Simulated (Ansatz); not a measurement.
**ClGaH3NO: density, localisation and related maps**

```
atom    x (Å)    y (Å)    z (Å)
  Ga  -0.1001  -0.2012  -0.1466
  Cl   0.0606  -0.4544   1.9991
   O   1.3905  -0.2041  -1.1470
   H   2.1859  -0.3140  -0.5940
   N  -1.7282  -0.1345  -0.9491
   H  -2.5471   0.1193  -0.3926
   H  -1.7937   0.2371  -1.8997
```

Computed with RKS PBE/def2-SVP (Ansatz).

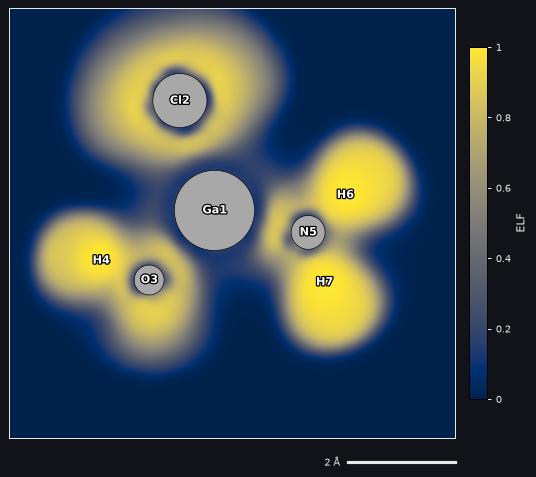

Figure 1. ELF on the plane of atoms Cl2, Ga1 and O3. Grey discs cover the atomic cores.

> What do the fields say about this system?

- The section cuts through Ga, Cl, O, H and N sites.
- Ga–O (1.80 Å): the ELF peaks at about 0.85 in the valence shell of O, 0.6 Å from its nucleus, and is about 0.25 at the midpoint.
- Ga–N (1.82 Å): the ELF peaks at about 0.85 in the valence shell of N, 0.6 Å from its nucleus, and is about 0.35 at the midpoint.
- Ga–Cl (2.17 Å): the ELF peaks at about 0.85 in the valence shell of Cl, 0.9 Å from its nucleus, and is about 0.50 at the midpoint.
- O–H (0.97 Å): the ELF climbs to about 1 towards the hydrogen, as it does in any bond to H: a covalent bond by its length.
- N–H (1.02 Å): the ELF climbs to about 1 towards the hydrogen: a covalent bond by its length.
- The ELF also peaks beside O3 and Cl2, away from the bonds: lone-pair regions.

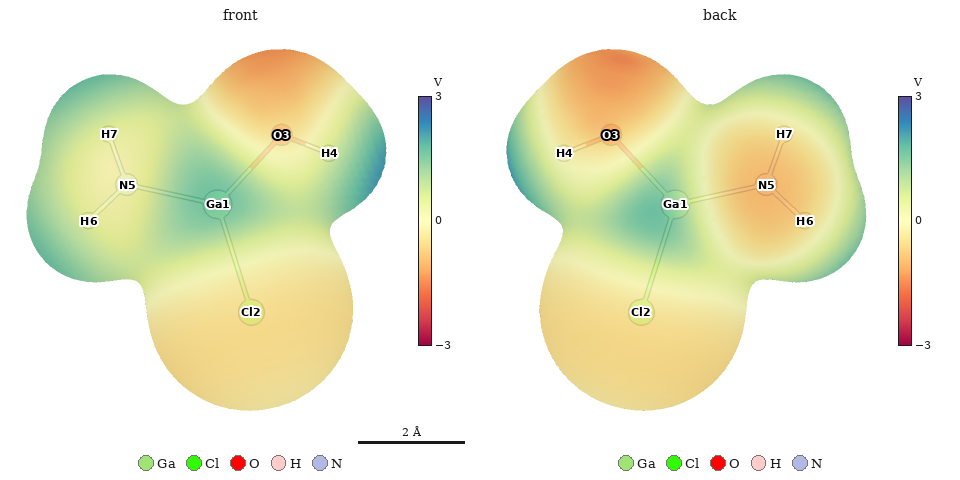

Figure 2. The electrostatic potential painted on the density surface at 0.002 e/bohr³, seen from the front and from behind; the colour scale runs from red (negative) to blue (positive).

> Where is the surface potential most negative and most positive?

The most negative region (about −1.4 V) lies over O3, the most positive (about +2.1 V) over H4. O3 is the likeliest acceptor of a hydrogen bond.

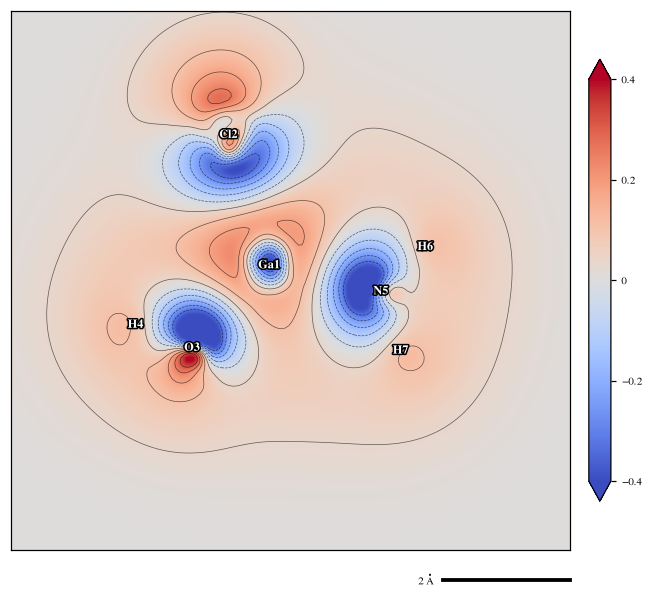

Figure 3. One frontier orbital on the plane of atoms Cl2, Ga1 and O3 (values in Å⁻³ᐟ²; the overall sign is arbitrary).

> Which orbital is it: HOMO or LUMO?

The LUMO, at −1.56 eV. Its weight (Hirshfeld) is mainly on Ga1 (about 45 %), Cl2 (about 15 %), O3 (about 15 %) and N5 (about 10 %).
